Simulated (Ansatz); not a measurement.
# Ag wire along [111], 19 atoms a period: bands along the axis

Aim: is the Ag wire along [111], 19 atoms a period a metal or a semiconductor?

Calculated with Ansatz 0.2.0; DFT PBE, plane waves, PAW; relaxation of a wire's period; PAW set soft_1, in the first sound run; inputs show where later runs differ.

## 1. The starting structure

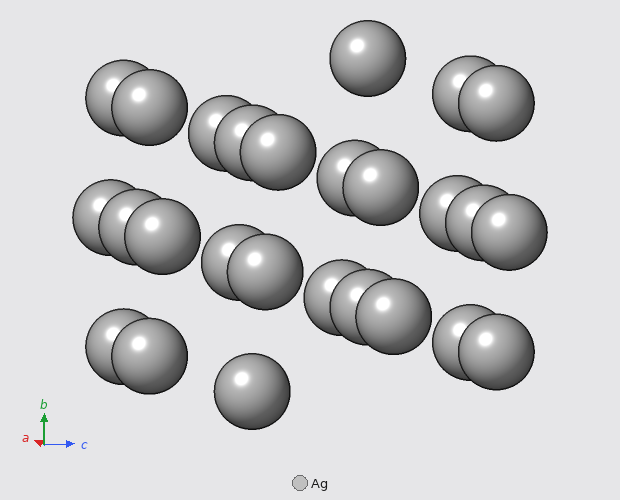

Start, viewed from the side, with the c axis across the page; silver light grey. Some periodic images of atoms are drawn too.

The cell holds 19 atoms: 19 Ag. Its edges and angles: a = 12.669 Å, b = 13.577 Å, c = 7.188 Å, α = 90.0°, β = 90.0°, γ = 90.0°. Vacuum lies along a and b. The structure's axis is c.

## 2. The relaxed wire

Band widths follow the bond lengths, so the wire is relaxed first. The atoms and the third cell vector are free; the box across stays fixed as vacuum. A Fermi-Dirac smearing is set since the result may be a metal. The pressure printed is a third of the stress's trace over the whole box, vacuum included; only the stress along the axis is relaxed.

input.yaml reads:

```yaml
crystal:
  lattice:
    - [12.669, 0.0, 0.0]
    - [0.0, 13.577, 0.0]
    - [0.0, 0.0, 7.1880108514]
  atoms:
    - { symbol: Ag, position: [0.268371616, 0.499997114, 0.0] }
    - { symbol: Ag, position: [0.384185537, 0.687177316, 0.0] }
    - { symbol: Ag, position: [0.499999459, 0.499997114, 0.0] }
    - { symbol: Ag, position: [0.61581338, 0.687177316, 0.0] }
    - { symbol: Ag, position: [0.268371616, 0.624783915, 0.333333333] }
    - { symbol: Ag, position: [0.384185537, 0.437603713, 0.333333333] }
    - { symbol: Ag, position: [0.499999459, 0.624783915, 0.333333333] }
    - { symbol: Ag, position: [0.499999459, 0.25042351, 0.333333333] }
    - { symbol: Ag, position: [0.61581338, 0.437603713, 0.333333333] }
    - { symbol: Ag, position: [0.731627302, 0.624783915, 0.333333333] }
    - { symbol: Ag, position: [0.268371616, 0.375210312, 0.666666667] }
    - { symbol: Ag, position: [0.384185537, 0.562390514, 0.666666667] }
    - { symbol: Ag, position: [0.499999459, 0.375210312, 0.666666667] }
    - { symbol: Ag, position: [0.499999459, 0.749570717, 0.666666667] }
    - { symbol: Ag, position: [0.61581338, 0.562390514, 0.666666667] }
    - { symbol: Ag, position: [0.731627302, 0.375210312, 0.666666667] }
    - { symbol: Ag, position: [0.384185537, 0.312816911, 0.0] }
    - { symbol: Ag, position: [0.61581338, 0.312816911, 0.0] }
    - { symbol: Ag, position: [0.731627302, 0.499997114, 0.0] }
kpoints:
  mp_grid: { grid: [1, 1, 12] }
scf:
  occupations: { method: fermi_dirac, width: 0.05 }
hamiltonian:
  xc: pbe
  pseudopotentials: { kind: paw, azcp: { folder: soft_1 } }
relax:
  cell: { fix: [a, b, alpha, beta, gamma] }
  max_steps: 45
  f_tol: 0.03
```

The run is started by

```sh
$ ansatz run input.yaml --threads 4 --pin off --max-ram 16384MiB --backend cpu --events-out ev --progress --plain --runs-dir out
```

Numbers of over 12 decimals in the logs are rounded to 6 here.

The program printed:

```text
Engine: ansatz 0.2.0, aarch64-unknown-linux-gnu
Pseudopotentials: kind: paw
Pseudopotential: Ag, paw, valence charge 19, recommended cutoff 420 eV (normal), soft_1/Ag.paw.azcp
Functional definition: PBE
  parameter kappa = 0.804
  parameter beta = 0.066725
  exchange = pbe_x(kappa = kappa, mu = beta*pi^2/3)
  correlation = pbe_c(beta = beta)
Crystal: 19 atoms, lattice volume = 1236.388 Å³
Basis set: ecut = 420 eV, 24147 PW (Γ), exchange–correlation on 180×192×100 points (8 copies of the dense FFT grid, shifted against one another)
Bands: 217, of which v1, the nominal top of the filled ones, is band 181 counted from 1 (180 counted from 0)
Symmetry: 4 space group operations
Space group: P2/m (ITA 10), of the structure as read, at distance tolerance 1.1e-4 Å
k-points: 7 of 12
Non-local potential: Ag, projectors of the file, l = 0: 3, l = 1: 2, l = 2: 2, l = 3: 1
PAW form: soft (Blöchl's): semilocal exchange-correlation on the pseudo side does not see the compensation charge
PAW one-centre angular grid: Ag, 590 points (default); XC on 64 Gauss nodes
Initial density: superposition of atomic densities (neutral atoms: chi_scale 0, normalization atom)
Initial wavefunctions: pseudopotential atomic-orbital guess
Functional: x = pbe(κ = 0.804, μ = 0.219515), c = pbe(β = 0.066725)
SCF iter   1: F=—  HF=-144213.919937 eV  |F-HF|=—  |Δ(HF+E_count)|=         —  Δρ=2.51e-2  dr2=1.12e1  ethr=3.10e-3  ⟨swp⟩=6.1  Hψ=5829  notcnv=0  defer=91
preconditioner: auto → LDOS  [metal: Δε(μ)=0.104 eV  Ē_g=7.343 eV  σ=0.050 eV  W_gap=0.42  n_scr=240 (ndim 8)  ℏωp=15.3 eV  f_vac=0.624  D(μ)=6.44/eV (n_scr^D=12)  β→1.0]
SCF iter   2: F=—  HF=-144216.071862 eV  |F-HF|=—  |Δ(HF+E_count)|=    2.15e0  Δρ=3.81e-2  dr2=1.67e1  ethr=3.10e-3  ⟨swp⟩=3.0  Hψ=3343  notcnv=0  defer=184
SCF iter   3: F=—  HF=-144211.086510 eV  |F-HF|=—  |Δ(HF+E_count)|=    4.99e0  Δρ=6.79e-3  dr2=4.64e-1  ethr=3.10e-3  ⟨swp⟩=2.3  Hψ=2860  notcnv=0  defer=171
SCF iter   4: F=—  HF=-144211.002906 eV  |F-HF|=—  |Δ(HF+E_count)|=   8.36e-2  Δρ=1.31e-3  dr2=2.49e-2  ethr=1.29e-4  ⟨swp⟩=2.3  Hψ=2820  notcnv=0  defer=171
SCF iter   5: F=—  HF=-144210.998630 eV  |F-HF|=—  |Δ(HF+E_count)|=   4.28e-3  Δρ=4.55e-4  dr2=2.36e-3  ethr=6.90e-6  ⟨swp⟩=2.0  Hψ=2789  notcnv=0  defer=171
SCF iter   6: F=—  HF=-144210.999039 eV  |F-HF|=—  |Δ(HF+E_count)|=   4.09e-4  Δρ=1.30e-4  dr2=2.79e-4  ethr=6.53e-7  ⟨swp⟩=2.0  Hψ=2666  notcnv=0  defer=171
SCF iter   7: F=—  HF=-144210.999065 eV  |F-HF|=—  |Δ(HF+E_count)|=   2.57e-5  Δρ=4.22e-5  dr2=2.32e-5  ethr=7.74e-8  ⟨swp⟩=2.0  Hψ=2083  notcnv=0  defer=171
SCF iter   8: F=—  HF=-144210.998836 eV  |F-HF|=—  |Δ(HF+E_count)|=   2.28e-4  Δρ=1.14e-5  dr2=2.79e-6  ethr=6.44e-9  ⟨swp⟩=2.0  Hψ=2109  notcnv=0  defer=171
SCF iter   9: F=—  HF=-144210.998837 eV  |F-HF|=—  |Δ(HF+E_count)|=   1.36e-6  Δρ=4.54e-6  dr2=3.18e-7  ethr=7.74e-10  ⟨swp⟩=2.0  Hψ=2086  notcnv=0  defer=171
SCF iter  10: F=-144210.998838 eV  HF=-144210.998838 eV  |F-HF|=1.98e-9  |Δ(HF+E_count)|=   1.48e-7  Δρ=1.43e-6  dr2=3.11e-8  ethr=2.77e-11  ⟨swp⟩=5.0  Hψ=4787  notcnv=0
SCF 1 converged in 10 iterations: F = -144210.998838 eV  dr2 = 3.11e-8
  greatest PAW one-centre occupation: 1.001 electrons in one spin orbital (limit 2), on the Ag atom at site 12 (counted from 0), in its partial waves of l = 0
relax step   1: F+E_penalty+E_count = -144210.99883764 eV  Δ(F+E_penalty+E_count) = +0.000e0 eV  max|allowed force component| = 5.784e-1 eV/Å  Δτ_max = 0.0000 Å  P = -1.262 GPa  Ω = 1236.388 Å³  fix = [a, b, alpha, beta, gamma]  reactions: a -1.004, b -0.980 GPa; alpha +0.001 GPa/rad  (10 SCF iters, dr2 threshold 1.00e-7 eV, accepted)
Crystal: 19 atoms, lattice volume = 1195.620 Å³
Basis set: ecut = 420 eV, 23373 PW (Γ), exchange–correlation on 180×192×100 points (8 copies of the dense FFT grid, shifted against one another)
Initial density: handed on by an earlier stage of this run
Initial wavefunctions: those handed on with the density
iter 1 solved again at ethr=4.72e-5 eV; its pass at ethr=3.10e-3 eV (dr2=1.70e-1 eV) is discarded
SCF iter   1: F=—  HF=-144211.584140 eV  |F-HF|=—  |Δ(HF+E_count)|=         —  Δρ=3.65e-3  dr2=1.73e-1  ethr=4.72e-5  ⟨swp⟩=4.1  Hψ=7373  notcnv=0
preconditioner: auto → LDOS  [metal: Δε(μ)=0.111 eV  Ē_g=7.807 eV  σ=0.050 eV  W_gap=0.42  n_scr=232 (ndim 8)  ℏωp=15.5 eV  f_vac=0.635  D(μ)=5.25/eV (n_scr^D=8)  β→1.0]
SCF iter   2: F=—  HF=-144211.629812 eV  |F-HF|=—  |Δ(HF+E_count)|=   4.57e-2  Δρ=5.40e-3  dr2=3.08e-1  ethr=4.72e-5  ⟨swp⟩=2.1  Hψ=2990  notcnv=0
SCF iter   3: F=—  HF=-144211.542831 eV  |F-HF|=—  |Δ(HF+E_count)|=   8.70e-2  Δρ=1.05e-3  dr2=1.08e-2  ethr=4.72e-5  ⟨swp⟩=2.0  Hψ=2542  notcnv=0  defer=188
SCF iter   4: F=—  HF=-144211.540851 eV  |F-HF|=—  |Δ(HF+E_count)|=   1.98e-3  Δρ=1.79e-4  dr2=5.51e-4  ethr=2.99e-6  ⟨swp⟩=2.0  Hψ=2505  notcnv=0  defer=188
SCF iter   5: F=—  HF=-144211.540312 eV  |F-HF|=—  |Δ(HF+E_count)|=   5.39e-4  Δρ=4.97e-5  dr2=2.56e-5  ethr=1.53e-7  ⟨swp⟩=2.0  Hψ=2547  notcnv=0  defer=188
SCF iter   6: F=—  HF=-144211.540320 eV  |F-HF|=—  |Δ(HF+E_count)|=   8.31e-6  Δρ=1.88e-5  dr2=4.09e-6  ethr=7.09e-9  ⟨swp⟩=3.7  Hψ=3064  notcnv=0  defer=188
SCF iter   7: F=-144211.540321 eV  HF=-144211.540321 eV  |F-HF|=3.57e-8  |Δ(HF+E_count)|=   4.18e-7  Δρ=5.06e-6  dr2=3.05e-7  ethr=5.26e-10  ⟨swp⟩=4.0  Hψ=4784  notcnv=0
SCF 2 converged in 7 iterations: F = -144211.540321 eV  dr2 = 3.05e-7
relax step   2: F+E_penalty+E_count = -144211.54032081 eV  Δ(F+E_penalty+E_count) = -5.415e-1 eV  max|allowed force component| = 1.921e-1 eV/Å  Δτ_max = 0.1391 Å  P = +0.303 GPa  Ω = 1195.620 Å³  energy of the carried Pulay correction = +5.446e-3 eV  fix = [a, b, alpha, beta, gamma]  reactions: a +0.334, b +0.379 GPa; alpha -0.006 GPa/rad  (7 SCF iters, dr2 threshold 1.90e-6 eV, accepted)
Crystal: 19 atoms, lattice volume = 1195.674 Å³
iter 1 solved again at ethr=5.02e-6 eV; its pass at ethr=3.10e-3 eV (dr2=1.81e-2 eV) is discarded
SCF iter   1: F=—  HF=-144211.594986 eV  |F-HF|=—  |Δ(HF+E_count)|=         —  Δρ=1.34e-3  dr2=1.92e-2  ethr=5.02e-6  ⟨swp⟩=3.0  Hψ=6594  notcnv=0
preconditioner: auto → LDOS  [insulator: Δε(μ)=0.186 eV  Ē_g=7.830 eV  σ=0.050 eV  W_gap=0.59  n_scr=232 (ndim 8)  ℏωp=15.5 eV  f_vac=0.631  D(μ)=5.18/eV (n_scr^D=8)  ε∞_Penn≈4.9  β→1.0]
SCF iter   2: F=—  HF=-144211.598523 eV  |F-HF|=—  |Δ(HF+E_count)|=   3.54e-3  Δρ=1.36e-3  dr2=3.46e-2  ethr=5.02e-6  ⟨swp⟩=2.0  Hψ=2904  notcnv=0
SCF iter   3: F=—  HF=-144211.590186 eV  |F-HF|=—  |Δ(HF+E_count)|=   8.34e-3  Δρ=2.16e-4  dr2=4.41e-4  ethr=5.02e-6  ⟨swp⟩=2.0  Hψ=2765  notcnv=0
SCF iter   4: F=—  HF=-144211.589764 eV  |F-HF|=—  |Δ(HF+E_count)|=   4.23e-4  Δρ=1.43e-4  dr2=2.27e-4  ethr=1.22e-7  ⟨swp⟩=2.0  Hψ=2783  notcnv=0
SCF iter   5: F=—  HF=-144211.589707 eV  |F-HF|=—  |Δ(HF+E_count)|=   5.68e-5  Δρ=1.70e-5  dr2=2.54e-6  ethr=6.27e-8  ⟨swp⟩=2.0  Hψ=2502  notcnv=0
SCF iter   6: F=-144211.589709 eV  HF=-144211.589709 eV  |F-HF|=6.76e-8  |Δ(HF+E_count)|=   2.15e-6  Δρ=5.51e-6  dr2=4.04e-7  ethr=5.26e-10  ⟨swp⟩=4.6  Hψ=4809  notcnv=0
SCF 3 converged in 6 iterations: F = -144211.589709 eV  dr2 = 4.04e-7
relax step   3: F+E_penalty+E_count = -144211.58970875 eV  Δ(F+E_penalty+E_count) = -4.939e-2 eV  max|allowed force component| = 2.873e-2 eV/Å  Δτ_max = 0.0542 Å  P = -0.093 GPa  Ω = 1195.674 Å³  energy of the carried Pulay correction = +5.439e-3 eV  fix = [a, b, alpha, beta, gamma]  reactions: a -0.143, b -0.100 GPa; alpha -0.003 GPa/rad  (6 SCF iters, dr2 threshold 1.90e-6 eV, accepted)
Basis set: ecut = 420 eV, 23373 PW (Γ), exchange–correlation on 180×192×96 points (8 copies of the dense FFT grid, shifted against one another)
Initial wavefunctions: pseudopotential atomic-orbital guess (no wavefunctions were taken with the density)
iter 1 solved again at ethr=3.55e-7 eV; its pass at ethr=3.10e-3 eV (dr2=1.28e-3 eV) is discarded
SCF iter   1: F=—  HF=-144211.583165 eV  |F-HF|=—  |Δ(HF+E_count)|=         —  Δρ=5.91e-5  dr2=6.74e-6  ethr=3.55e-7  ⟨swp⟩=4.6  Hψ=10255  notcnv=0
preconditioner: auto → LDOS  [insulator: Δε(μ)=0.186 eV  Ē_g=7.820 eV  σ=0.050 eV  W_gap=0.59  n_scr=232 (ndim 8)  ℏωp=15.5 eV  f_vac=0.631  D(μ)=5.19/eV (n_scr^D=8)  ε∞_Penn≈4.9  β→1.0]
SCF iter   2: F=—  HF=-144211.583494 eV  |F-HF|=—  |Δ(HF+E_count)|=   3.29e-4  Δρ=3.77e-5  dr2=1.34e-5  ethr=1.87e-9  ⟨swp⟩=3.0  Hψ=3495  notcnv=0
SCF iter   3: F=—  HF=-144211.583491 eV  |F-HF|=—  |Δ(HF+E_count)|=   3.16e-6  Δρ=1.91e-5  dr2=3.69e-6  ethr=1.87e-9  ⟨swp⟩=2.0  Hψ=2783  notcnv=0
SCF iter   4: F=—  HF=-144211.583490 eV  |F-HF|=—  |Δ(HF+E_count)|=   9.86e-7  Δρ=5.30e-6  dr2=3.01e-7  ethr=1.02e-9  ⟨swp⟩=2.0  Hψ=2224  notcnv=0
SCF iter   5: F=—  HF=-144211.583490 eV  |F-HF|=—  |Δ(HF+E_count)|=   8.29e-8  Δρ=9.66e-7  dr2=1.03e-8  ethr=8.35e-11  ⟨swp⟩=2.0  Hψ=2246  notcnv=0
SCF iter   6: F=—  HF=-144211.583490 eV  |F-HF|=—  |Δ(HF+E_count)|=   2.39e-9  Δρ=1.36e-7  dr2=2.11e-10  ethr=2.85e-12  ⟨swp⟩=2.1  Hψ=2766  notcnv=0
SCF iter   7: F=-144211.583490 eV  HF=-144211.583490 eV  |F-HF|=1.75e-10  |Δ(HF+E_count)|=  5.82e-11  Δρ=4.94e-8  dr2=2.95e-11  ethr=1.00e-12  ⟨swp⟩=4.0  Hψ=4719  notcnv=0
SCF 4 converged in 7 iterations: F = -144211.583490 eV  dr2 = 2.95e-11
relax step   4: F+E_penalty+E_count = -144211.58348982 eV  Δ(F+E_penalty+E_count) = +6.219e-3 eV  max|allowed force component| = 2.899e-2 eV/Å  Δτ_max = 0.0000 Å  P = -0.090 GPa  Ω = 1195.674 Å³  fix = [a, b, alpha, beta, gamma]  reactions: a -0.140, b -0.097 GPa; alpha -0.003 GPa/rad  stress off target by 3.32e-2 GPa on what of the cell is left free  SCF on the basis re-selected at this cell (its energy is not comparable with the rows above)  (7 SCF iters)
basis re-selected at this cell: Δ(F+E_penalty+E_count) = +6.219e-3 eV, ΔP = +0.003 GPa vs the last step (what re-selecting the basis moved, of the pressure what is left beyond the Pulay correction that the steps carried, after the strain that the cell walked since its last selection, with what the two solves' SCF thresholds leave and, on support functions, any second-order correction that the steps lacked; it is no measure of the basis error at this ecutwfc). The dense FFT grid was sized anew with the basis: this SCF ran on 90×96×48 points, the steps before it on 90×96×50, so part of this shift can come from that change (see relax.cell in the input reference). [rest of the remark cut]
SCF converged after 7 iterations
Free energy (F): -144211.583490 eV
Harris-Foulkes:  -144211.583490 eV  (|F-HF|=1.75e-10)
Internal energy: -144211.541118 eV  (E = F + TS)
E sigma→0 (E₀):  -144211.562304 eV
Entropy (-TS):   -0.042371 eV (-2.230 meV/atom)
Fermi energy:    1.571010 eV
--- Per-component energies (eV) ---
  E_band       = -9994.681630
  E_kinetic    = 8891.595494
  E_local      = -212643.351806  (includes V_loc(G=0)·N_el)
  E_nonlocal   = 613.130927
  E_hartree    = 103242.214775
  E_xc         = -3003.539966
  E_vxc        = -3798.248883  (∫ρ·V_xc dr)
  E_paw        = -75174.465783  (= ΣΔE_a)
  E_vpaw       = -9542.244384  (= ΣTr[D̂ρ^β])
  E_aug_tail   = 0.007014  (compensation charges beyond the density's cutoff)
  E_ewald      = 33862.868227
  E_smearing   = -0.042371  (= −TS)
  E_closure    = -0.000000  (closes the sum)
  Σ components = -144211.583490   (vs F -144211.583490, Δ=0.00e0)
--- Forces (eV/Å), atoms counted from 1 ---
  atom   1  Ag     0.01822743    -0.00000000    -0.00000000
  atom   2  Ag     0.00959549    -0.01724577     0.00054326
  atom   3  Ag     0.00000000     0.00000000     0.00000000
  atom   4  Ag    -0.00959549    -0.01724577     0.00054326
  atom   5  Ag     0.01140899    -0.00672828    -0.00581996
  atom   6  Ag     0.02569801     0.01415373    -0.00601855
  atom   7  Ag     0.00000000    -0.02899449    -0.00536230
  atom   8  Ag    -0.00000000     0.01432361    -0.00831796
  atom   9  Ag    -0.02569801     0.01415373    -0.00601855
  atom  10  Ag    -0.01140899    -0.00672828    -0.00581996
  atom  11  Ag     0.01140899     0.00672828     0.00581996
  atom  12  Ag     0.02569801    -0.01415373     0.00601855
  atom  13  Ag    -0.00000000     0.02899449     0.00536230
  atom  14  Ag     0.00000000    -0.01432361     0.00831796
  atom  15  Ag    -0.02569801    -0.01415373     0.00601855
  atom  16  Ag    -0.01140899     0.00672828     0.00581996
  atom  17  Ag     0.00959549     0.01724577    -0.00054326
  atom  18  Ag    -0.00959549     0.01724577    -0.00054326
  atom  19  Ag    -0.01822743     0.00000000     0.00000000
  max |Σ_I F_I| component: 6.94e-18 eV/Å
--- Stress (GPa, compression-positive) ---
       -0.140005       0.000000      -0.000000
        0.000000      -0.096848       0.002570
       -0.000000       0.002570      -0.033194
  P = ⅓ Tr σ = -0.0900 GPa (-0.900 kbar)
--- Relaxed structure (3 steps of the walk, 3 accepted, 1 SCFs on fresh bases) ---
  F+E_penalty+E_count = -144211.58348982 eV   max|allowed force component| = 2.899e-2 eV/Å   (the final SCF, on the basis selected at the relaxed cell)
  cell:  # Å, volume = 1195.6743 Å³
    - [12.669, 0.0, 0]
    - [0.0, 13.577, 0]
    - [0, 0, 6.951311]
  atoms:
    - { symbol: Ag, position: [0.270412, 0.500000, 0] }
    - { symbol: Ag, position: [0.385438, 0.685031, 0.000564447] }
    - { symbol: Ag, position: [0.500000, 0.500000, 0] }
    - { symbol: Ag, position: [0.614562, 0.685031, 0.000564447] }
    - { symbol: Ag, position: [0.276599, 0.619704, 0.329493] }
    - { symbol: Ag, position: [0.379270, 0.434881, 0.334929] }
    - { symbol: Ag, position: [0.500000, 0.630136, 0.335582] }
    - { symbol: Ag, position: [0.500000, 0.259526, 0.328766] }
    - { symbol: Ag, position: [0.620730, 0.434881, 0.334929] }
    - { symbol: Ag, position: [0.723401, 0.619704, 0.329493] }
    - { symbol: Ag, position: [0.276599, 0.380296, 0.670507] }
    - { symbol: Ag, position: [0.379270, 0.565119, 0.665071] }
    - { symbol: Ag, position: [0.500000, 0.369864, 0.664418] }
    - { symbol: Ag, position: [0.500000, 0.740474, 0.671234] }
    - { symbol: Ag, position: [0.620730, 0.565119, 0.665071] }
    - { symbol: Ag, position: [0.723401, 0.380296, 0.670507] }
    - { symbol: Ag, position: [0.385438, 0.314969, -0.000564447] }
    - { symbol: Ag, position: [0.614562, 0.314969, -0.000564447] }
    - { symbol: Ag, position: [0.729588, 0.500000, 0] }
```

Run time: 2.2 min. Hardware: 4 threads of Arm Neoverse V1, shared host; peak memory 4.6 GiB; 8.6 min of CPU time.

(Part 1 of 2 ends here.)

[Logs are printed without paths, hosts, clocks, repeated set-up lines and the standing remarks that a program may print on its own settings, such as how far it seeks lower states.]

[Hosts, paths, dates, database ids (printed as entryN), source tags and the programs' standing remarks are cut or masked in the printed files.]
